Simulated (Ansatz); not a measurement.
BCl2F

Input

```
crystal:
  periodic: [false, false, false]
  atoms:
    - { symbol: B, position_ang: [0.0, 0.0, 0.0] }
    - { symbol: F, position_ang: [0.0, 0.0, 1.32] }
    - { symbol: Cl, position_ang: [1.6108, 0.0, -0.93] }
    - { symbol: Cl, position_ang: [-1.6108, 0.0, -0.93] }
basis:
  gaussian: { orbitals: def2-SVP }
hamiltonian:
  xc: b3lyp
  dispersion: d4
relax:
  f_tol: 0.02
  max_steps: 40
output:
  orbitals: {}
```

Launched as:

```sh
ansatz run input.yaml --threads 1 --pin off --max-ram 2048MiB --backend cpu --events-out ev --progress --plain --runs-dir out
```

The fields are those of the run's last geometry, not of the input's.

Method: RKS B3LYP-D4/def2-SVP (Ansatz).

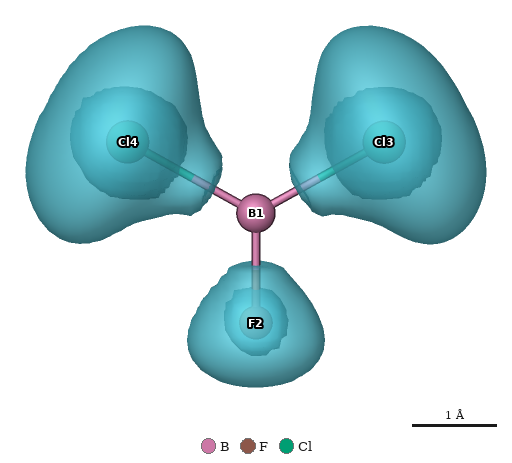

Figure 1. Isosurface of the ELF at 0.75 (cyan), seen across its widest extent. Only the valence region is drawn (cores and ρ < 0.01 e/Å³ removed).

**What do the ELF domains correspond to?**

The surface consists of two regions on Cl in which the atom's valence shell and bonds are merged and one region on F in which the atom's valence shell and bonds are merged. Along the contacts the grid gives the following. B–F (1.31 Å): the ELF peaks at about 0.85 between the atoms; a shared but strongly polarised pair. B–Cl (1.75 Å): the ELF peaks at about 0.90 between the atoms: a shared but strongly polarised pair.

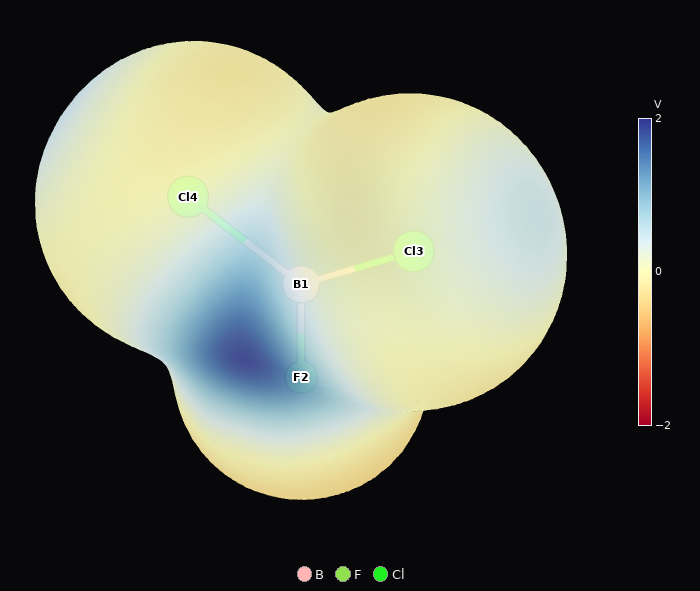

Figure 2. The molecular electrostatic potential painted on the density surface at 0.002 e/bohr³, seen at a tilt; red is negative and blue positive.

**Describe the electrostatic potential map.**

The most negative region (about −0.4 V, or −9 kcal/mol for a unit charge) lies over F2, the most positive (about +1.8 V, or +42 kcal/mol for a unit charge) over B1. Cl3 shows a σ-hole: about +0.5 V, or +12 kcal/mol for a unit charge at the tip opposite its bond, against about −0.1 V on its flanks. Cl4 shows a σ-hole: about +0.5 V, or +12 kcal/mol for a unit charge at the tip opposite its bond, against about −0.1 V on its flanks.

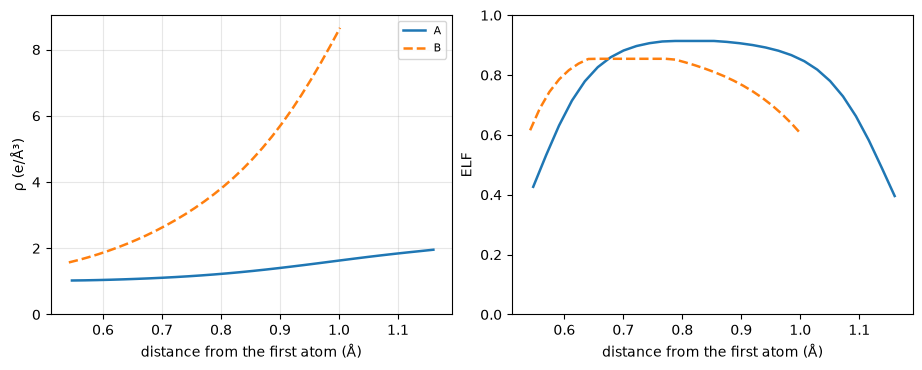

Figure 3. Electron density and electron localisation function along straight lines between neighbouring atoms. The curves leave out the atomic cores.

**Which curve belongs to which contact (B–Cl and B–F)? The first atom named is at distance zero.**

Curve A: B–Cl (1.75 Å): ρ is about 1.4 e/Å³ halfway; the ELF peaks at about 0.90 between the atoms: a shared but strongly polarised pair. Curve B: B–F (1.31 Å): ρ at the midpoint is about 2.3 e/Å³; the ELF peaks at about 0.85 between the atoms, as expected for a polar covalent bond.
